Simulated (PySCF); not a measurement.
NMR shielding calculation of C4H5B

- system: C4H5B, SMILES BC(=C)C#C
- method: GIAO PBE0/cc-pVDZ NMR shielding, non-relativistic, gas phase (PySCF 2.14.0)

The geometry comes from this level: PBE0-D3(BJ)/def2-SVP. Figures and captions count atoms from 1; the log counts them from 0 in places.

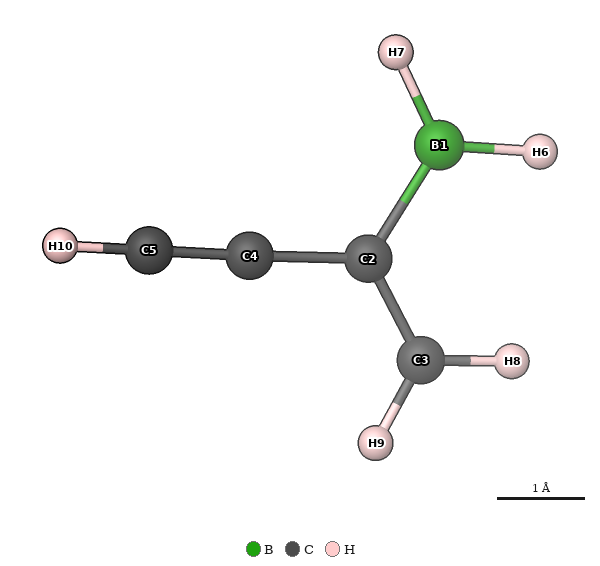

**Figure 1.** The structure as given in the input (ball-and-stick view, seen at a tilt; atoms are numbered from 1 in the order of the input).

Results in brief:

```json
{"quantity": "outcome", "value": "converged"}
{"quantity": "total energy", "value": "−179.941681 hartree"}
{"quantity": "HOMO", "value": "−7.27 eV"}
{"quantity": "LUMO", "value": "−2.28 eV"}
{"quantity": "dipole moment", "value": "1.16 D"}
{"quantity": "isotropic shielding, B", "value": "39.0 ppm"}
{"quantity": "isotropic shielding, C", "value": "34.3 to 114.8 ppm"}
{"quantity": "isotropic shielding, H", "value": "24.1 to 28.1 ppm"}
{"quantity": "hardware", "value": "1 CPU thread, shared host"}
{"quantity": "wall time", "value": "7 s"}
{"quantity": "peak memory", "value": "0.5 GiB"}
```

Input file:
```
{"job": {"kind": "nmr", "xc": "PBE0", "basis": "cc-pVDZ", "pop": true}, "charge": 0, "multiplicity": 1}
B     -1.014684     1.226969     0.382288
C     -0.262867    -0.087448     0.032980
C     -0.936344    -1.262365     0.110121
C      1.115192    -0.058014    -0.350939
C      2.284023    -0.000417    -0.672923
H     -2.185229     1.159219     0.677961
H     -0.452607     2.294078     0.368001
H     -1.989863    -1.271277     0.401003
H     -0.463404    -2.225349    -0.109801
H      3.318752     0.051266    -0.956602
```

The first line tells a small driver script what to run in PySCF; the rest is the geometry in Å.

Run as:
```bash
OMP_NUM_THREADS=1 python <driver script> task.json out
```

What the program printed:
```
coarse grid: 8536 points
cycle   1  E = -179.9059300530  dE =  4.545e-01  |g| = 2.832e-01  |ddm| = 6.527e+00
cycle   2  E = -179.9097824756  dE = -3.852e-03  |g| = 2.601e-01  |ddm| = 1.229e+00
cycle   3  E = -179.9286546239  dE = -1.887e-02  |g| = 9.653e-02  |ddm| = 5.846e-01
cycle   4  E = -179.9312095492  dE = -2.555e-03  |g| = 2.193e-02  |ddm| = 1.651e-01
cycle   5  E = -179.9313409468  dE = -1.314e-04  |g| = 4.266e-03  |ddm| = 4.628e-02
cycle   6  E = -179.9313467770  dE = -5.830e-06  |g| = 1.037e-03  |ddm| = 1.159e-02
final grid: 82904 points
cycle   7  E = -179.9416725233  dE = -1.813e-05  |g| = 5.317e-03  |ddm| = 6.940e-02
cycle   8  E = -179.9416654335  dE =  7.090e-06  |g| = 7.437e-03  |ddm| = 2.250e-02
cycle   9  E = -179.9416796606  dE = -1.423e-05  |g| = 2.499e-03  |ddm| = 1.246e-02
cycle  10  E = -179.9416812910  dE = -1.630e-06  |g| = 1.975e-04  |ddm| = 3.564e-03
cycle  11  E = -179.9416813000  dE = -8.904e-09  |g| = 9.488e-05  |ddm| = 5.228e-04
cycle  12  E = -179.9416813023  dE = -2.318e-09  |g| = 4.118e-05  |ddm| = 1.859e-04
cycle  13  E = -179.9416813027  dE = -4.476e-10  |g| = 5.175e-06  |ddm| = 6.416e-05
```

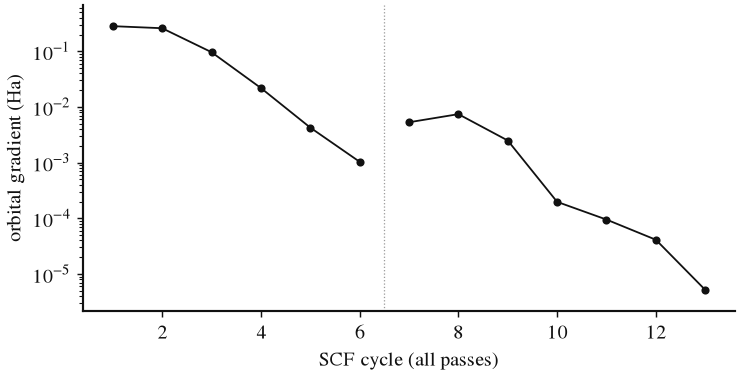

**Figure 2.** Convergence of the self-consistent field: orbital gradient against the SCF cycle. The dotted line marks the change from a coarse to the final integration grid. The first 6 cycles use a coarse grid, the final grid takes over at cycle 7, and the field converges after 13 cycles in all.

```
converged SCF energy = -179.9416813027

GIAO shielding tensors (ppm)
atom      isotropic    diamagn.    paramagn.     s11        s22        s33       span
  0 B       39.015     200.012    -160.997    -11.522      5.077    123.489    135.011
  1 C       57.782     250.441    -192.659    -52.095     41.792    183.649    235.743
  2 C       34.259     254.005    -219.746    -81.043     27.188    156.634    237.678
  3 C      114.843     245.483    -130.639     17.472     29.703    297.355    279.882
  4 C      112.270     268.714    -156.444     68.106     68.417    200.286    132.180
  5 H       24.307      30.073      -5.767     19.140     26.800     26.981      7.841
  6 H       24.155      29.297      -5.141     18.876     26.447     27.143      8.267
  7 H       24.375      29.614      -5.239     20.759     24.701     27.665      6.906
  8 H       24.053      29.756      -5.703     19.433     24.440     28.286      8.853
  9 H       28.136      34.303      -6.167     24.775     25.222     34.410      9.636
```

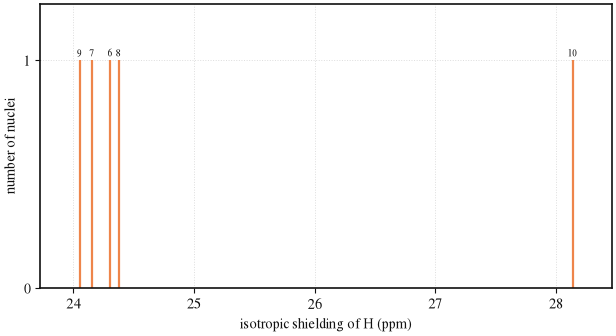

**Figure 3.** Isotropic shieldings of the hydrogen nuclei in this fixed geometry, labelled by atom number; shielding grows to the right, so chemical shift grows to the left. The least shielded is H9 (24.1 ppm), the most shielded H10 (28.1 ppm).

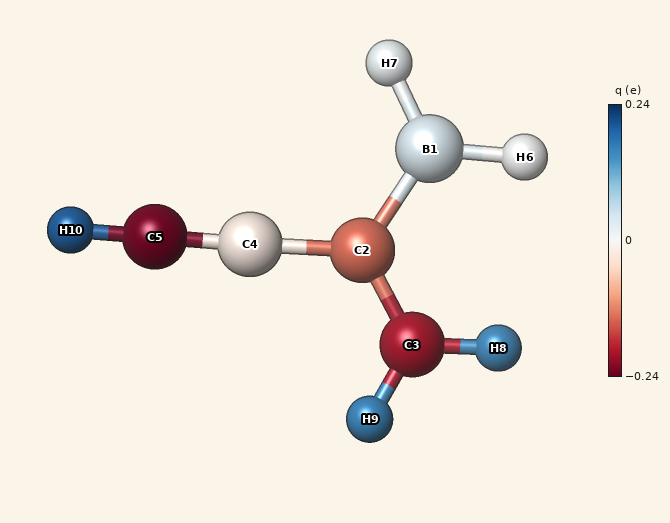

**Figure 4.** IAO charges, as the colour of each atom (ball-and-stick view, seen on its broad side; atoms are numbered from 1 in the order of the input). By element: B +0.04, C −0.23 to −0.02 and H +0.01 to +0.20 e.
